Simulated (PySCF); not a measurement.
C2H11GeN2P (SMILES C[CH2][Ge]([NH2])([NH2])[PH2])

The calculation's input:

```
{"job": {"kind": "uv", "xc": "CAM-B3LYP", "basis": "def2-SVPD", "nstates": 8, "ntriplets": 3}, "charge": 0, "multiplicity": 1}
C      2.104338    -0.298061    -0.582527
C      1.135775     0.731997    -0.031022
Ge    -0.737882    -0.022097     0.182035
N     -1.132995    -0.787082    -1.438871
N     -0.881606    -1.477038     1.285308
P     -2.369559     1.485432     0.943646
H      3.091541     0.139620    -0.727739
H      2.199994    -1.139603     0.100730
H      1.747431    -0.677160    -1.536524
H      1.481098     1.096178     0.937892
H      1.085474     1.592009    -0.697989
H     -1.184538    -0.156802    -2.226859
H     -1.978089    -1.341074    -1.431322
H     -0.335789    -2.276131     0.996669
H     -0.717846    -1.320333     2.269229
H     -1.978205     2.452595     0.028292
H     -1.536141     2.009581     1.919142
```

Run with:

```sh
OMP_NUM_THREADS=1 python probes_run.py task.json out
```

Geometry: GFN2-xTB.

Method: CAM-B3LYP/def2-SVPD, SCF density, gas phase in PySCF.

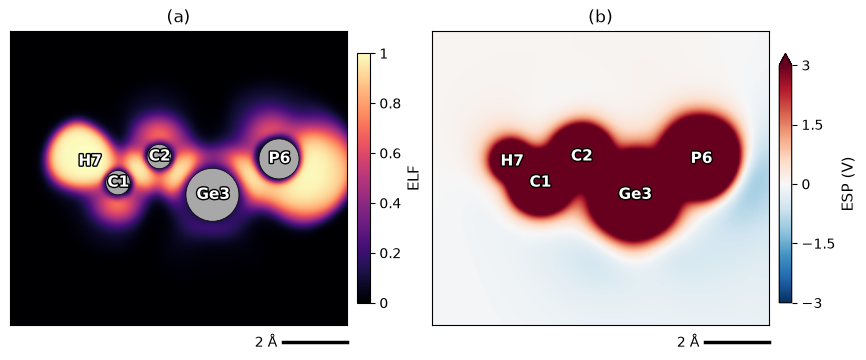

Figure 1. (a) electron localisation function; (b) electrostatic potential on the plane of atoms C1, C2 and Ge3. Grey discs cover the atomic cores in the ELF map.

> Interpret the plot.

The section cuts through C, Ge, P and H sites.
C–C (1.52 Å): the ELF peaks at about 0.95 between the atoms: localised, covalent bonding.
C–Ge (2.03 Å): the ELF peaks at about 0.95 in the valence shell of C, 0.8 Å from its nucleus, and is about 0.75 at the midpoint.
Ge–P (2.35 Å): the ELF peaks at about 0.95 between the atoms, as expected for localised, covalent bonding.
C–H (1.09 Å): the ELF climbs to about 1 towards the hydrogen, as it does in any bond to H (an ordinary covalent bond to hydrogen).
The ELF also peaks beside P6, away from the bonds: lone-pair regions.
Outside the dense part of the molecule the potential is most negative (−1.0 V) near P6.

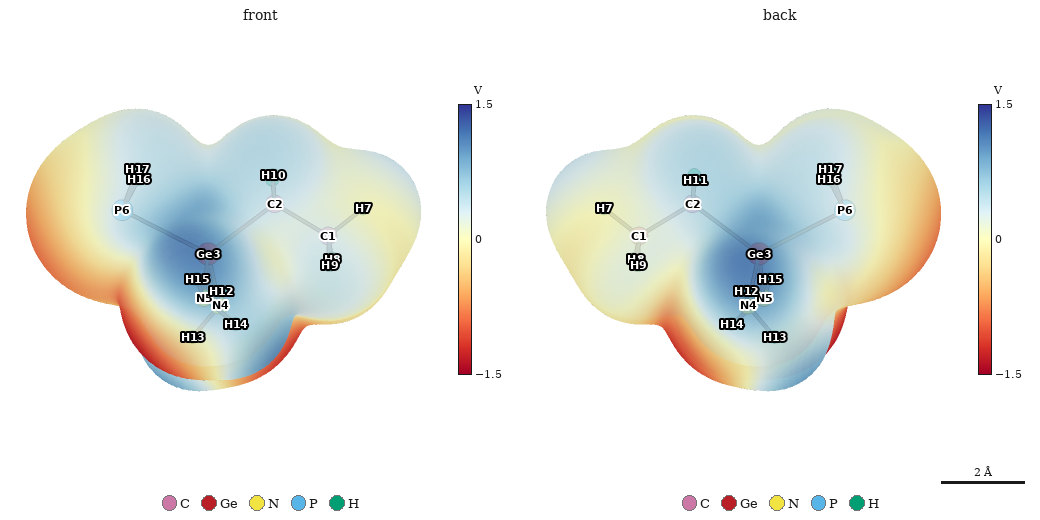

Figure 2. The molecular electrostatic potential painted on the density surface at 0.001 e/bohr³, seen from the front and from behind; red is negative and blue positive.

> Where is the surface potential most negative and most positive?

The most negative region (about −1.3 V) lies over N5, the most positive (about +1.2 V) over H12 and H15. N5 is the likeliest acceptor of a hydrogen bond.

> What dipole moment does the calculation give?

Its dipole moment is 1.43 D.
